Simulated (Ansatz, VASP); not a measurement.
# InBiP2 in two plane-wave programs, part 2 of 2

Aim: how closely do two programs agree when they are given the same cell, functional and k mesh? The cell is invented: As first built, before any earlier steps moved the atoms: it takes the InBi3 structure with some of its atoms replaced by other elements, volume scaled by an estimate. It may not be a known or stable phase. The cell comes out of the VASP series on this material, whose earlier steps may have relaxed, scaled or displaced it; both programs get it as it stands.

VASP 6.6.1 and Ansatz 0.2.0.

So far. Step 2 (VASP: band structure, LDA): The run ends at a pressure of -3.91 GPa, with forces up to 0.031 eV/Å.

**5. VASP: band structure, r2SCAN**

Level of this step: r2SCAN; plane waves and PAW (Bi_d, In_d, P); invented cell (VASP).

Levels along a path test the potential and the projectors away from the mesh points.

The input, INCAR:

```
SYSTEM = InBiP2
PREC = Accurate
ENCUT = 400
EDIFF = 1E-06
NELM = 100
ISMEAR = 0
SIGMA = 0.02
LREAL = .FALSE.
ALGO = Normal
METAGGA = R2SCAN
LASPH = .TRUE.
NBANDS = 33
LORBIT = 11
LWAVE = .FALSE.
LCHARG = .FALSE.
KPAR = 4
```

The input, POSCAR:

```
InBiP2
1.0
    1.7175892218     -3.6915626403      0.0000000000
    1.7175892218      3.6915626403      0.0000000000
    0.0000000000      0.0000000000      7.4227299586
Bi In P
1 1 2
Direct
    0.0000000000      0.0000000000      0.5000000000
    0.5000000000      0.5000000000      0.0000000000
    0.0000000000      0.5000000000      0.7684266955
    0.5000000000      0.0000000000      0.2315733045
```

The input, KPOINTS:

```
Automatic mesh
0
Gamma
5 5 2
0 0 0
```

The input, KPOINTS_OPT:

```
Line mode
16
Line-mode
Reciprocal
  0.00000000   0.00000000   0.00000000 GAMMA
  0.30412004   0.30412004   0.00000000 X

  0.30412004   0.30412004   0.00000000 X
  0.00000000   0.50000000   0.00000000 S

  0.00000000   0.50000000   0.00000000 S
  0.00000000   0.50000000   0.50000000 R

  0.00000000   0.50000000   0.50000000 R
  0.30412004   0.30412004   0.50000000 A

  0.30412004   0.30412004   0.50000000 A
  0.00000000   0.00000000   0.50000000 Z

  0.00000000   0.00000000   0.50000000 Z
  0.00000000   0.00000000   0.00000000 GAMMA

  0.00000000   0.00000000   0.00000000 GAMMA
 -0.50000000   0.50000000   0.00000000 Y

 -0.50000000   0.50000000   0.00000000 Y
 -0.30412004   0.69587996   0.00000000 X1

 -0.30412004   0.69587996   0.00000000 X1
 -0.30412004   0.69587996   0.50000000 A1

 -0.30412004   0.69587996   0.50000000 A1
 -0.50000000   0.50000000   0.50000000 T

 -0.50000000   0.50000000   0.50000000 T
 -0.50000000   0.50000000   0.00000000 Y

  0.00000000   0.00000000   0.50000000 Z
 -0.50000000   0.50000000   0.50000000 T
```

Potentials, in the order of the species: Bi_d, In_d and P (PBE family, release 64).

The run is started by

```bash
$ mpirun -np 4 vasp_std
```

Numbers of over 12 decimals in the logs are rounded to 6 here.

The log of the run:

```text
[banner, memory and clock lines left out]
running    4 mpi-ranks, on    1 nodes
[...]
[... a notice as in an earlier step ...]

 LDA part: xc-table for (None), standard interpolation
 POSCAR, INCAR and KPOINTS ok, starting setup
[...]
entering main loop
       N       E                     dE             d eps       ncg     rms          rms(c)
DAV:   1     0.246203454913E+03    0.24620E+03   -0.15659E+04  1204   0.115E+03
DAV:   2    -0.700250835765E+02   -0.31623E+03   -0.30240E+03  1212   0.342E+02
DAV:   3    -0.104784234043E+03   -0.34759E+02   -0.34210E+02  1475   0.122E+02
DAV:   4    -0.106185838798E+03   -0.14016E+01   -0.13987E+01  1448   0.253E+01
[...]
DAV:  13    -0.980281119111E+02   -0.39316E-05   -0.10545E-05  1448   0.276E-02    0.752E-03
DAV:  14    -0.980281132512E+02   -0.13400E-05   -0.35109E-06  1216   0.149E-02    0.172E-02
DAV:  15    -0.980281127792E+02    0.47193E-06   -0.57729E-07   752   0.810E-03
   1 F= -.98028113E+02 E0= -.98027964E+02  d E =-.297221E-03
 Start KPOINTS_OPT (optional k-point list driver)
k-point batch [1-18\192]
       N       E                     dE             ncg
DAV:   1     0.252477206334E+04   -0.10009E+05     1196
DAV:   2    -0.329449091708E+04   -0.58193E+04     1252
DAV:   3    -0.394307249370E+04   -0.64858E+03     1452
DAV:   4    -0.396875210436E+04   -0.25680E+02     1454
DAV:   5    -0.396992434795E+04   -0.11722E+01     1880
DAV:   6    -0.396994668532E+04   -0.22337E-01     1648
DAV:   7    -0.396994728918E+04   -0.60386E-03     1840
DAV:   8    -0.396994730398E+04   -0.14800E-04     1560
DAV:   9    -0.396994730436E+04   -0.38063E-06     1032
[...]
k-point batch [181-192\192]
       N       E                     dE             ncg
DAV:   1     0.430957234486E+04   -0.62133E+04      792
DAV:   2     0.509775676855E+03   -0.37998E+04      792
DAV:   3     0.862949494504E+02   -0.42348E+03      988
DAV:   4     0.691494552842E+02   -0.17145E+02      983
DAV:   5     0.683542839496E+02   -0.79517E+00     1168
DAV:   6     0.683335325275E+02   -0.20751E-01     1144
DAV:   7     0.683330131858E+02   -0.51934E-03     1136
DAV:   8     0.683329985733E+02   -0.14612E-04     1120
DAV:   9     0.683329982245E+02   -0.34879E-06      672
```

Parts of OUTCAR (step 5):

```text
  Total       -0.4650570     -0.4860978     -0.6351519      0.0000000      0.0000000      0.0000000
  in kB       -7.9157766     -8.2739148    -10.8109783      0.0000000      0.0000000      0.0000000
  external PRESSURE =      -9.0002232 kB  Pullay stress =       0.0000000 kB

 POSITION                                       TOTAL-FORCE (eV/Angst)
 -----------------------------------------------------------------------------------
      0.00000      0.00000      3.71136         0.000000     -0.000000      0.000000
      1.71759      0.00000      0.00000         0.000000      0.000000      0.000000
      0.85879      1.84578      5.70382         0.000000      0.000000      0.100947
      0.85879     -1.84578      1.71891        -0.000000      0.000000     -0.100947
 -----------------------------------------------------------------------------------
    total drift:                                0.000000      0.000000      0.000000

  FREE ENERGIE OF THE ION-ELECTRON SYSTEM (eV)
  ---------------------------------------------------
  free  energy   TOTEN  =       -98.0281127792 eV

  energy  without entropy=      -98.0278155584  energy(sigma->0) =      -98.02796417

[... 2 parts as in an earlier step ...]

[... 1 further part left out ...]
[key lines of the parts left out:]
E-fermi :   7.0575
```

The run ends at a pressure of -0.90 GPa, with forces up to 0.10 eV/Å.

**6. Ansatz: band structure, r2SCAN**

The same cell, functional, mesh and smearing now go to Ansatz, which takes its cutoff from its data sets.

The cell comes out of the VASP series on this material, whose earlier steps may have relaxed, scaled or displaced it; both programs get it as it stands.

The input, input.yaml:

```yaml
crystal:
  lattice:
    - [1.7175892218, -3.6915626403, 0.0]
    - [1.7175892218, 3.6915626403, 0.0]
    - [0.0, 0.0, 7.4227299586]
  atoms:
    - { symbol: Bi, position: [0.0, 0.0, 0.5] }
    - { symbol: In, position: [0.5, 0.5, 0.0] }
    - { symbol: P, position: [0.0, 0.5, 0.7684266955] }
    - { symbol: P, position: [0.5, 0.0, 0.2315733045] }
hamiltonian:
  xc: r2scan
  pseudopotentials: { kind: paw }
kpoints:
  mp_grid: { grid: [5, 5, 2] }
  band_path:
    path:
      - [0.0, 0.0, 0.0]
      - [0.12165, 0.12165, 0.0]
      - [0.26357, 0.26357, 0.0]
      - [0.2433, 0.3433, 0.0]
      - [0.10137, 0.43471, 0.0]
      - [0.0, 0.5, 0.0]
      - [0.0, 0.5, 0.23333]
      - [0.0, 0.5, 0.46667]
      - [0.0811, 0.44777, 0.5]
      - [0.22302, 0.35635, 0.5]
      - [0.28385, 0.28385, 0.5]
      - [0.14192, 0.14192, 0.5]
      - [0.0, 0.0, 0.5]
      - [0.0, 0.0, 0.33333]
      - [0.0, 0.0, 0.1]
      - [-0.06667, 0.06667, 0.0]
      - [-0.3, 0.3, 0.0]
      - [-0.5, 0.5, 0.0]
      - [-0.42165, 0.57835, 0.0]
      - [-0.33024, 0.66976, 0.0]
      - [-0.30412, 0.69588, 0.1]
      - [-0.30412, 0.69588, 0.33333]
      - [-0.30412, 0.69588, 0.5]
      - [-0.39553, 0.60447, 0.5]
      - [-0.48694, 0.51306, 0.5]
      - [-0.5, 0.5, 0.36667]
      - [-0.5, 0.5, 0.13333]
      - [-0.03333, 0.03333, 0.5]
      - [-0.26667, 0.26667, 0.5]
      - [-0.5, 0.5, 0.5]
    npoints: 1
scf:
  occupations: { method: gaussian, width: 0.02 }
  n_extra_bands: 8
output:
  forces: true
  stress: true
  eigenvalues: true
```

The run is started by

```bash
$ ansatz run input.yaml --threads 2 --pin off --max-ram 4608MiB --backend cpu --events-out ev --progress --plain --runs-dir out
```

The log of the run:

```text
[...]
Crystal: 4 atoms, lattice volume = 94.129 Å³
Basis set: ecut = 500 eV, 2405 PW (Γ), exchange–correlation on 120×120×240 points (64 copies of the dense FFT grid, shifted against one another)
Bands: 27, of which v1, the nominal top of the filled ones, is band 19 counted from 1 (18 counted from 0)
Symmetry: 4 space group operations
[...]
k-points: 18 of 50
[...]
k-point 0: bands = [... 15 lower, 7.0501, 8.6801, 9.6724, 11.0440, 11.4606, 12.0286, 12.1289, 13.6880, ... 4 higher]
  k-point 1: bands = [... 15 lower, 7.7749, 9.0417, 9.8295, 10.4320, 10.5728, 12.6681, 13.1421, 13.7983, ... 4 higher]
  k-point 2: bands = [... 15 lower, 7.2859, 7.7975, 8.3870, 9.3395, 10.6190, 10.8828, 11.9981, 13.2554, ... 4 higher]
  k-point 17: bands = [... 15 lower, 5.5609, 6.9972, 7.8940, 10.3343, 10.4419, 12.2092, 13.2697, 14.3322, ... 4 higher]
[key lines of the parts left out:]
SCF converged after 7 iterations
Free energy (F): -19540.237002 eV
Fermi energy:    9.512922 eV
P = ⅓ Tr σ = -0.8602 GPa (-8.602 kbar)
```

It took 9 s on 2 threads of Arm Neoverse V2, shared host; peak memory 0.54 GiB.

**7. Comparison**

What differs besides the data sets and the points named for the pairs above, as far as they apply: VASP keeps PBE cores, Ansatz makes them for the functional; the cutoff is 500 eV in Ansatz and 400 eV in VASP. Total energies have different zeros and are not compared.

Both answers:

```csv
quantity,Ansatz,VASP,difference
pressure (GPa),-0.86,-0.90,+0.04
```

Forces (eV/Å; atoms numbered as in POSCAR):

```csv
atom,"Ansatz x, y, z","VASP x, y, z"
Bi1,"0.000, 0.000, 0.000","0.000, 0.000, 0.000"
In2,"0.000, 0.000, 0.000","0.000, 0.000, 0.000"
P3,"0.000, 0.000, 0.094","0.000, 0.000, 0.101"
P4,"0.000, 0.000, -0.094","0.000, 0.000, -0.101"
```

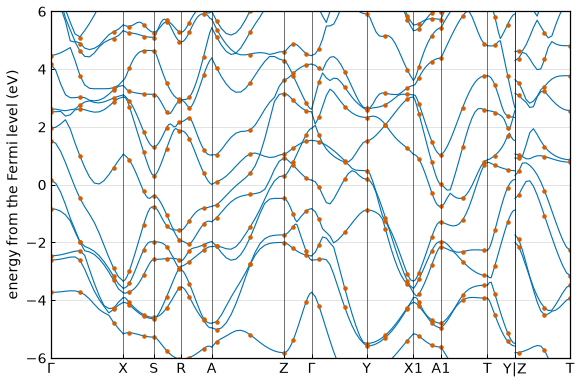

Bands from VASP (lines) and levels from Ansatz (dots). Dots without a line are higher empty bands that the VASP plot leaves out.

The forces differ by 2.8 meV/Å r.m.s., which is 6.8 % of the r.m.s. force of 0.04 eV/Å (both taken over all components). Levels from 3 eV below to 2 eV above the Fermi level differ by 3 meV r.m.s. and 10 meV at most; each VASP level is matched to the nearest of Ansatz, which flatters the figure a little. Ansatz's pressure holds a Pulay correction of 0.02 GPa; VASP's holds none.

**8. Summary of results**

| Quantity | Value |
| --- | --- |
| r.m.s. difference of levels near the Fermi level (band structure, LDA) | 6.7 meV |
| r.m.s. difference of levels near the Fermi level (band structure, r2SCAN) | 3.4 meV |

The r.m.s. difference of levels near the Fermi level is 6.7 meV (band structure, LDA), within the 80 meV picked in this series as the mark of a large difference. Differences of this kind measure data sets and numerical settings, not the functional's error against experiment.

[Lines on the potential files, build, host, timing and source positions are cut from VASP's logs without a mark.]

[Logs are printed without paths, hosts, clocks, repeated set-up lines and the standing remarks that a program may print on its own settings, such as how far it seeks lower states.]

[Hosts, paths, dates, database ids (printed as entryN), source tags and the programs' standing remarks are cut or masked in the printed files.]
